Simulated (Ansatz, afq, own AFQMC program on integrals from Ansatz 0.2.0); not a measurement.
**AlGaH₂ (triplet): AFQMC on the coupled-cluster ladder at scale of all distances = 1.128, cc-pVDZ**

Aim: compute AlGaH₂ (triplet) with auxiliary-field quantum Monte Carlo on the same integrals as coupled cluster, and set the energies side by side.

Method: cc-pVDZ, frozen cores; program: Ansatz 0.2.0, Gaussian basis, and an in-house AFQMC program (afq) on its integrals; all values are calculated.

Plan: PBE (unrestricted); r2SCAN (unrestricted); PBE0 (unrestricted); B3LYP (unrestricted); wB97M-V (unrestricted); B2PLYP (unrestricted); CCSD(T) on UHF; CCSDT(Q) on UHF; Phaseless AFQMC, CISD trial on UHF.

2 further runs of the same task are left out: 2 that didn't finish.

### 1 The system

The geometry derives from a PBE0/def2-TZVP stationary point (not a proven minimum). All distances are scaled together. No spin-orbit coupling is included. The filled d shell of Ga may be among the frozen orbitals whatever the setting's name suggests; the logs give the count.

4 atoms, charge 0, spin multiplicity 3.

Atoms are counted from 1 here; the program's logs count them from 0.

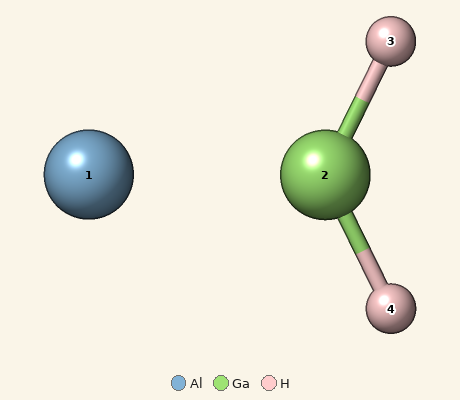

The structure; aluminium light blue, gallium green, hydrogen pink; atoms are numbered from 1 in the order of the file.

### 2 PBE (unrestricted)

in.yaml reads:

```yaml
crystal:
  periodic: [false, false, false]
  atoms:
    - {symbol: Al, position_ang: [0.000000, 0.000000, 2.051829]}
    - {symbol: Ga, position_ang: [0.000000, 0.000000, -0.749901]}
    - {symbol: H, position_ang: [0.000000, 1.587383, -1.525965]}
    - {symbol: H, position_ang: [0.000000, -1.587383, -1.525965]}
basis:
  gaussian: {orbitals: cc-pVDZ}
magnetization: {spin_polarized: true, initial_magnetization: 2}
hamiltonian: {xc: {name: PBE}}
output: {orbitals: {seedname: orbitals}}
```

Run with:

```
$ ansatz run in.yaml --threads 1 --pin off --events-out ev --progress --plain --max-ram 1382MiB
```

Output:

```text
Functional definition: PBE
  name "PBE"
  cite "Perdew, Burke & Ernzerhof, Phys. Rev. Lett. 77, 3865 (1996) doi:10.1103/PhysRevLett.77.3865"
  parent pbe
  parameter kappa = 0.804
  parameter beta = 0.06672455060314922
  exchange = pbe_x(kappa = kappa, mu = beta*pi^2/3)
  correlation = pbe_c(beta = beta)
590 factors; integrals over basis functions are off by at most 1.0e-3 eV
mean field evaluation 1: about -58990.5136 eV, gradient 1.1e1 eV
mean field evaluation 2: about -58982.2378 eV, gradient 2.7e1 eV
mean field evaluation 4: about -58992.0190 eV, gradient 2.3e0 eV
mean field evaluation 8: about -58992.0787 eV, gradient 8.7e-3 eV
mean field evaluation 16: about -58992.0787 eV, gradient 3.9e-5 eV
mean field evaluation 32: about -58991.9109 eV, gradient 3.0e0 eV
mean field -58992.07873491 eV, -2167.9189072410 hartree, gradient 2.1e-5 eV, S^2 2.003327; 4 other end points of the search recorded, 0 dependent functions left out
reference -58992.07877400 eV, -2167.9189086774 hartree; 24, 22 occupied and 31, 33 virtual orbitals, 590 factors
Total energy: -58992.07877400 eV, -2167.9189086774 hartree
```

Wall time 6.5 s (1 thread of Arm Neoverse N1, shared host).

From the report: ⟨S²⟩ of the determinant 2.003 (pure triplet: 2.00).

### 3 r2SCAN (unrestricted)

Changes to in.yaml since step 2:

```diff
@@ -10,3 +10,2 @@
 magnetization: {spin_polarized: true, initial_magnetization: 2}
-hamiltonian: {xc: {name: PBE}}
-output: {orbitals: {seedname: orbitals}}
+hamiltonian: {xc: {name: r2SCAN}}
```

The command is unchanged.

Output, cut to the lines that bear on the results:

```text
Functional definition: r2SCAN
  name "r2SCAN"
  cite "Furness, Kaplan, Ning, Perdew & Sun, J. Phys. Chem. Lett. 11, 8208 (2020) doi:10.1021/acs.jpclett.0c02405"
  cite "Furness, Kaplan, Ning, Perdew & Sun, J. Phys. Chem. Lett. 11, 9248 (2020) doi:10.1021/acs.jpclett.0c03077"
  parent r2scan
[...]
590 factors; integrals over basis functions are off by at most 1.0e-3 eV
[...]
mean field -59002.57555044 eV, -2168.3046580965 hartree, gradient 3.2e-5 eV, S^2 2.011279; 4 other end points of the search recorded, 0 dependent functions left out
reference -59002.57556561 eV, -2168.3046586540 hartree; 24, 22 occupied and 31, 33 virtual orbitals, 590 factors
Total energy: -59002.57556561 eV, -2168.3046586540 hartree
```

Wall time 16 s (1 thread of Arm Neoverse N1, shared host).

From the report: ⟨S²⟩ of the determinant 2.011 (pure triplet: 2.00).

### 4 PBE0 (unrestricted)

Changes to in.yaml since step 3:

```diff
@@ -10,2 +10,3 @@
 magnetization: {spin_polarized: true, initial_magnetization: 2}
-hamiltonian: {xc: {name: r2SCAN}}
+hamiltonian: {xc: {name: PBE0}}
+output: {orbitals: {seedname: orbitals}}
```

Launched as before.

Output:

```text
Functional definition: PBE0
  name "PBE0"
  cite "Adamo & Barone, J. Chem. Phys. 110, 6158 (1999) doi:10.1063/1.478522"
  cite "Perdew, Burke & Ernzerhof, Phys. Rev. Lett. 77, 3865 (1996) doi:10.1103/PhysRevLett.77.3865"
  parent pbe
  parameter a = 0.25
  parameter kappa = 0.804
  parameter beta = 0.06672455060314922
  exchange = (1 - a)*pbe_x(kappa = kappa, mu = beta*pi^2/3) + a*exact_x
  correlation = pbe_c(beta = beta)
590 factors; integrals over basis functions are off by at most 1.0e-3 eV
mean field evaluation 1: about -58992.6538 eV, gradient 8.1e0 eV
mean field evaluation 2: about -58992.4899 eV, gradient 8.7e0 eV
mean field evaluation 4: about -58993.7105 eV, gradient 7.7e-1 eV
mean field evaluation 8: about -58993.7295 eV, gradient 5.6e-2 eV
mean field evaluation 16: about -58993.7297 eV, gradient 1.7e-4 eV
mean field -58993.72967988 eV, -2167.9795783494 hartree, gradient 3.0e-6 eV, S^2 2.007156; 1 other end points of the search recorded, 0 dependent functions left out
reference -58993.72970909 eV, -2167.9795794227 hartree; 24, 22 occupied and 31, 33 virtual orbitals, 590 factors
Total energy: -58993.72970909 eV, -2167.9795794227 hartree
```

Wall time 5.5 s (1 thread of Arm Neoverse N1, shared host).

From the report: ⟨S²⟩ of the determinant 2.007 (pure triplet: 2.00).

### 5 B3LYP (unrestricted)

Changes to in.yaml since step 4:

```diff
@@ -10,3 +10,2 @@
 magnetization: {spin_polarized: true, initial_magnetization: 2}
-hamiltonian: {xc: {name: PBE0}}
-output: {orbitals: {seedname: orbitals}}
+hamiltonian: {xc: {name: B3LYP}}
```

Launched as before.

Output, cut to the lines that bear on the results:

```text
Functional definition: B3LYP
  name "B3LYP"
  cite "Stephens, Devlin, Chabalowski & Frisch, J. Phys. Chem. 98, 11623 (1994) doi:10.1021/j100096a001"
  cite "Becke, Phys. Rev. A 38, 3098 (1988) doi:10.1103/PhysRevA.38.3098"
  cite "Lee, Yang & Parr, Phys. Rev. B 37, 785 (1988) doi:10.1103/PhysRevB.37.785"
  cite "Vosko, Wilk & Nusair, Can. J. Phys. 58, 1200 (1980) doi:10.1139/p80-159"
[...]
590 factors; integrals over basis functions are off by at most 1.0e-3 eV
[...]
mean field -59005.78222356 eV, -2168.4225011602 hartree, gradient 2.9e-5 eV, S^2 2.005045; 4 other end points of the search recorded, 0 dependent functions left out
reference -59005.78244607 eV, -2168.4225093374 hartree; 24, 22 occupied and 31, 33 virtual orbitals, 590 factors
Total energy: -59005.78244607 eV, -2168.4225093374 hartree
```

It took 9 s on 1 thread of Arm Neoverse N1, shared host.

From the report: ⟨S²⟩ of the determinant 2.005 (pure triplet: 2.00).

### 6 wB97M-V (unrestricted)

Changes to in.yaml since step 5:

```diff
@@ -10,2 +10,3 @@
 magnetization: {spin_polarized: true, initial_magnetization: 2}
-hamiltonian: {xc: {name: B3LYP}}
+hamiltonian: {xc: {name: wB97M-V}}
+output: {orbitals: {seedname: orbitals}}
```

Launched as before.

Output, cut to the lines that bear on the results:

```text
Functional definition: wB97M-V
  name "wB97M-V"
  cite "Mardirossian & Head-Gordon, J. Chem. Phys. 144, 214110 (2016) doi:10.1063/1.4952647"
  cite "Becke, J. Chem. Phys. 107, 8554 (1997) doi:10.1063/1.475007"
  cite "Vydrov & Van Voorhis, J. Chem. Phys. 133, 244103 (2010) doi:10.1063/1.3521275"
  # Of w^i u^j: cxij and so on, Table III.
[...]
  gx(w, u) = 1 - cx + cx01*u + cx10*w
  gss(w, u) = css00 + css04*u^4 + css10*w + css20*w^2 + css43*w^4*u^3
  gos(w, u) = cos00 + cos10*w + (cos20 + cos21*u)*w^2 + (cos60 + cos61*u)*w^6
[...]
      + integral(e_c_pw_mod_opposite_spin*gos(b97_w_opposite, b97_u_opposite)) + vv10(b, c)
590 factors; integrals over basis functions are off by at most 1.0e-3 eV
188 factors; integrals over basis functions are off by at most 1.7e-5 eV
[...]
mean field -59000.07204634 eV, -2168.2126560177 hartree, gradient 3.4e-5 eV, S^2 2.006271; 3 other end points of the search recorded, 0 dependent functions left out
reference -59000.07208695 eV, -2168.2126575101 hartree; 24, 22 occupied and 31, 33 virtual orbitals, 590 factors
Total energy: -59000.07208695 eV, -2168.2126575101 hartree
```

It took 31 s on 1 thread of Arm Neoverse N1, shared host; peak memory 0.25 GiB.

From the report: ⟨S²⟩ of the determinant 2.006 (pure triplet: 2.00).

### 7 B2PLYP (unrestricted)

Changes to in.yaml since step 6:

```diff
@@ -10,3 +10,3 @@
 magnetization: {spin_polarized: true, initial_magnetization: 2}
-hamiltonian: {xc: {name: wB97M-V}}
-output: {orbitals: {seedname: orbitals}}
+hamiltonian: {xc: {name: B2PLYP}}
+correlation: {electrons: outside_noble_gas}
```

Launched as before.

Output, cut to the lines that bear on the results:

```text
Functional definition: B2PLYP
  name "B2PLYP"
  cite "Grimme, J. Chem. Phys. 124, 034108 (2006) doi:10.1063/1.2148954"
  cite "Becke, Phys. Rev. A 38, 3098 (1988) doi:10.1103/PhysRevA.38.3098"
  cite "Lee, Yang & Parr, Phys. Rev. B 37, 785 (1988) doi:10.1103/PhysRevB.37.785"
[...]
590 factors; integrals over basis functions are off by at most 1.0e-3 eV
[...]
mean field -58987.95222529 eV, -2167.7672608093 hartree, gradient 4.1e-6 eV, S^2 2.013397; 4 other end points of the search recorded, 0 dependent functions left out
19 core orbitals not correlated: weight in the atoms' cores, before any rotation towards them, 0.999 or more for the frozen orbitals, at most 0.001 for the correlated occupied ones
reference -58987.95236519 eV, -2167.7672659506 hartree; 5, 3 occupied and 31, 33 virtual orbitals, 590 factors
second order -3.67789303 eV of doubles, -0.00000000 eV of singles
Total energy: -58988.94539631 eV, -2167.8037591712 hartree
```

It took 7 s on 1 thread of Arm Neoverse N1, shared host.

From the report: ⟨S²⟩ of the determinant 2.013 (pure triplet: 2.00).

### 8 CCSD(T) on UHF

Changes to in.yaml since step 7:

```diff
@@ -10,3 +10,2 @@
 magnetization: {spin_polarized: true, initial_magnetization: 2}
-hamiltonian: {xc: {name: B2PLYP}}
-correlation: {electrons: outside_noble_gas}
+correlation: {method: ccsd_t, electrons: outside_noble_gas, hamiltonian_folder: ham}
```

Launched as before.

Output, cut to the lines that bear on the results:

```text
Functional definition: HF
  name "HF"
  cite "Fock, Z. Phys. 61, 126 (1930) doi:10.1007/BF01340294"
  parent pbe
[...]
590 factors; integrals over basis functions are off by at most 1.0e-3 eV
[...]
mean field -58945.64126714 eV, -2166.2123617767 hartree, gradient 8.1e-6 eV, S^2 2.033418; 14 other end points of the search recorded, 0 dependent functions left out
determinant -58945.64126714 eV, -2166.2123617767 hartree, with singles and doubles -58949.32149619 eV, -2166.3476076996 hartree
determinant -58945.30470793 eV, -2166.1999934539 hartree, with singles and doubles -58948.81669695 eV, -2166.3290566697 hartree
determinant -58943.72786404 eV, -2166.1420455098 hartree, with singles and doubles -58947.28342236 eV, -2166.2727098680 hartree
determinant -58943.33251778 eV, -2166.1275168028 hartree, with singles and doubles -58947.28420634 eV, -2166.2727386789 hartree
[...]
determinant -58942.78669896 eV, -2166.1074583309 hartree, with singles and doubles -58946.53144342 eV, -2166.2450751517 hartree
determinant -58942.14784526 eV, -2166.0839808905 hartree, with singles and doubles -58945.88573864 eV, -2166.2213459385 hartree
determinant -58945.64126714 eV, -2166.2123617767 hartree, with singles and doubles -58949.32189522 eV, -2166.3476223637 hartree
determinant -58945.30470793 eV, -2166.1999934539 hartree, with singles and doubles -58948.81704903 eV, -2166.3290696084 hartree
19 core orbitals not correlated: weight in the atoms' cores, before any rotation towards them, 0.999 or more for the frozen orbitals, at most 0.000 for the correlated occupied ones
reference -58945.64126714 eV, -2166.2123617767 hartree; 5, 3 occupied and 31, 33 virtual orbitals, 590 factors
second order -2.70845849 eV of doubles, -0.00000000 eV of singles
cycle   1  -3.68062483 eV  change    3.3e-6 eV  update   2.0e-6
perturbative correction -0.12416285 eV, -0.0045629005 hartree
Total energy: -58949.44605481 eV, -2166.3521851447 hartree
```

Run time: 19 s. Hardware: 1 thread of Arm Neoverse N1, shared host.

From the report: ⟨S²⟩ of the determinant 2.033 (pure triplet: 2.00); correlation -3.8048 eV; T1 0.036; largest double amplitude 0.09.

This run also writes the integrals to the folder ham.

### 9 CCSDT(Q) on UHF

Changes to in.yaml since step 8:

```diff
@@ -10,2 +10,2 @@
 magnetization: {spin_polarized: true, initial_magnetization: 2}
-correlation: {method: ccsd_t, electrons: outside_noble_gas, hamiltonian_folder: ham}
+correlation: {method: ccsdt_q, electrons: outside_noble_gas}
```

The command is unchanged.

Output, cut to the lines that bear on the results:

```text
Functional definition: HF
  name "HF"
  cite "Fock, Z. Phys. 61, 126 (1930) doi:10.1007/BF01340294"
  parent pbe
[...]
1069 factors; integrals over basis functions are off by at most 1.6e-7 eV
[...]
mean field -58945.64134800 eV, -2166.2123647483 hartree, gradient 8.8e-6 eV, S^2 2.033418; 14 other end points of the search recorded, 0 dependent functions left out
determinant -58945.64134800 eV, -2166.2123647483 hartree, with singles and doubles -58949.32158345 eV, -2166.3476109066 hartree
determinant -58945.30478628 eV, -2166.1999963332 hartree, with singles and doubles -58948.81678177 eV, -2166.3290597869 hartree
determinant -58943.72794783 eV, -2166.1420485891 hartree, with singles and doubles -58947.28355037 eV, -2166.2727145724 hartree
determinant -58943.33259180 eV, -2166.1275195228 hartree, with singles and doubles -58947.28429032 eV, -2166.2727417650 hartree
[...]
determinant -58942.14793586 eV, -2166.0839842201 hartree, with singles and doubles -58945.88583311 eV, -2166.2213494102 hartree
determinant -58945.64134800 eV, -2166.2123647483 hartree, with singles and doubles -58949.32198231 eV, -2166.3476255642 hartree
determinant -58945.30478628 eV, -2166.1999963332 hartree, with singles and doubles -58948.81713407 eV, -2166.3290727338 hartree
19 core orbitals not correlated: weight in the atoms' cores, before any rotation towards them, 0.999 or more for the frozen orbitals, at most 0.000 for the correlated occupied ones
reference -58945.64134800 eV, -2166.2123647483 hartree; 5, 3 occupied and 31, 33 virtual orbitals, 1069 factors
second order -2.70849859 eV of doubles, -0.00000000 eV of singles
cycle   1  -3.33404708 eV  change   -6.3e-1 eV  update   9.1e-2
[...]
cycle  18  -3.85244570 eV  change   -7.5e-9 eV  update   4.5e-7
perturbative correction -0.00721325 eV, -0.0002650820 hartree
Total energy: -58949.50100695 eV, -2166.3542045987 hartree
```

Wall time 42 s (1 thread of Arm Neoverse N1, shared host).

From the report: ⟨S²⟩ of the determinant 2.033 (pure triplet: 2.00); correlation -3.8597 eV; T1 0.042; largest double amplitude 0.11.

### 10 Phaseless AFQMC, CISD trial on UHF

It reads the integrals that the CCSD(T) run on this determinant wrote.

Run with:

```
$ afq ham --method phaseless --trial cisd --walkers 60 --populations 1 --least-time 40 --time-step 0.005 --steps-per-block 50 --equilibration-blocks 28 --max-blocks 300 --target-error 0.00034 --factor-cut 1e-05 --start spin_pure --seed 70 --release-times 0.24,0.51,0.99,1.62,2.4 --release-step 0.03 --release-every 4 --taylor-order 6
```

Output:

```text
orbitals 36  electrons 5 3  factors 277 of 590
reference energy -2166.21236178 Eh
CCSD correlation -0.13526059 Eh in 12 cycles, weight of the determinant in the CISD state 0.8554
energy of the start -2166.346870 Eh
 block  time / (1/Eh)  mean weight  energy / Eh
     1     0.250  0.9996  -2166.345698
     2     0.500  1.0004  -2166.345921
     3     0.750  1.0000  -2166.346348
     4     1.000  0.9991  -2166.346941
     5     1.250  0.9992  -2166.347196
     6     1.500  1.0002  -2166.347909
     7     1.750  0.9992  -2166.348141
     8     2.000  0.9995  -2166.348908
     9     2.250  0.9989  -2166.350332
    10     2.500  1.0005  -2166.351728
    11     2.750  0.9982  -2166.355500
    16     4.000  1.0000  -2166.351546
    21     5.250  1.0003  -2166.350759
    26     6.500  1.0002  -2166.352356
    31     7.750  1.0002  -2166.354365
    36     9.000  1.0004  -2166.350356
    41    10.250  1.0012  -2166.353962
    46    11.500  1.0006  -2166.354361
    51    12.750  0.9983  -2166.351671
    56    14.000  0.9991  -2166.351343
    61    15.250  1.0003  -2166.351317
    66    16.500  0.9999  -2166.352618
    71    17.750  1.0017  -2166.350685
    76    19.000  1.0005  -2166.351070
    81    20.250  1.0007  -2166.352388
    86    21.500  0.9985  -2166.356635
    91    22.750  0.9997  -2166.353365
    96    24.000  0.9997  -2166.352236
   101    25.250  0.9997  -2166.351890
   106    26.500  1.0002  -2166.352760
   111    27.750  1.0007  -2166.354818
   116    29.000  1.0002  -2166.352747
   121    30.250  1.0000  -2166.351401
   126    31.500  0.9987  -2166.349903
   131    32.750  1.0011  -2166.355596
   136    34.000  0.9992  -2166.357518
   141    35.250  0.9990  -2166.354355
   146    36.500  1.0016  -2166.351305
   151    37.750  1.0012  -2166.350347
   156    39.000  0.9993  -2166.353154
   161    40.250  1.0005  -2166.351022
   166    41.500  0.9994  -2166.350889
   171    42.750  0.9986  -2166.351106
   176    44.000  0.9997  -2166.351134
   181    45.250  1.0003  -2166.349611
   186    46.500  1.0001  -2166.351399
   191    47.750  1.0009  -2166.350959
   196    49.000  0.9993  -2166.352844
   201    50.250  1.0004  -2166.352660
   206    51.500  1.0004  -2166.351784
blocks merged  error / Eh  count
     1  0.000165  180
     2  0.000215  90
     4  0.000276  45
     8  0.000336  22
    16  0.000444  11
released: time / (1/Eh)  energy / Eh  error  mean overlap
  0.24  -2166.352874  0.000404  1.0109
  0.51  -2166.353277  0.000343  1.0108
  0.99  -2166.353436  0.000281  1.0239
  1.62  -2166.354116  0.000326  1.0160
  2.40  -2166.353909  0.000337  1.0313
energy -2166.352770 +/- 0.000336 Eh
```

It took 6 min on 1 thread of Arm Neoverse N1, shared host.

Energy -58949.4620 ± 0.0092 eV. Caveats: constraint bias not in the error. The error still grows with block length (0.0075 to 0.0121 eV), so the bar may be too small.

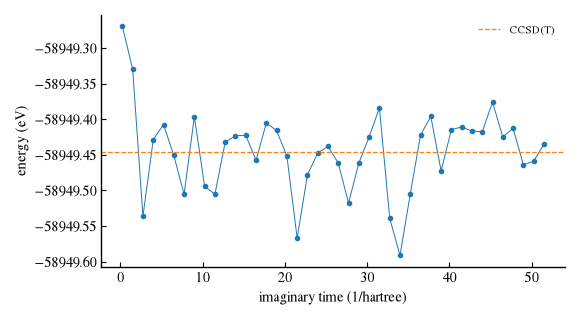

Block energies along the walk.

### 11 All levels side by side

On the UHF determinant, counted from CCSDT(Q) (a yardstick, not exact):

```
                                              level  energy (eV)  from CCSDT(Q) (kJ/mol)  statistical error (kJ/mol)   time
                                                 HF  -58945.6413                  +372.4                                   
                                                MP2  -58948.3497                  +111.1                                   
                                               CCSD  -58949.3219                   +17.3                                   
                                            CCSD(T)  -58949.4461                    +5.3                                   
                                           CCSDT(Q)  -58949.5010                     0.0                                   
Phaseless AFQMC, CISD trial, step 0.005, 60 walkers  -58949.4620                    +3.8                         0.9  6 min
```

The functionals' totals stand on their own zeros and serve differences with other points: PBE -58992.079 eV; r2SCAN -59002.576 eV; PBE0 -58993.730 eV; B3LYP -59005.782 eV; wB97M-V -59000.072 eV; B2PLYP -58988.945 eV.

### 12 Results

```
                                        quantity              value
                    CCSD(T) on UHF from CCSDT(Q)        +5.3 kJ/mol
Phaseless AFQMC, CISD trial on UHF from CCSDT(Q)  +3.8 ± 0.9 kJ/mol
```

In words: On UHF the phaseless walk with the CISD trial lies +3.8 kJ/mol from CCSDT(Q), 4 times its error bar. Error bars are statistical and leave out the constraint, the time step and what remains of the start.
